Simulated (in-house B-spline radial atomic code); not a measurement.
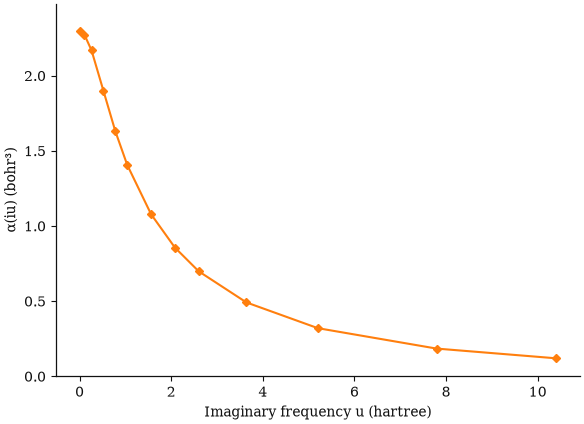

Dipole polarisability at imaginary frequency of Zn III (Zn²⁺), [Ar] 3d¹⁰. Relativistic RPA on Dirac–Hartree–Fock, no-pair Dirac–Coulomb, finite nucleus, computed with a B-spline radial code.

Q: Describe the response.

A: The static dipole polarisability is 2.30 bohr³; α(iu) falls to half of it near u = 1.4 hartree. The Casimir–Polder integral gives C₆ = 6.00 hartree bohr⁶ for two such species.
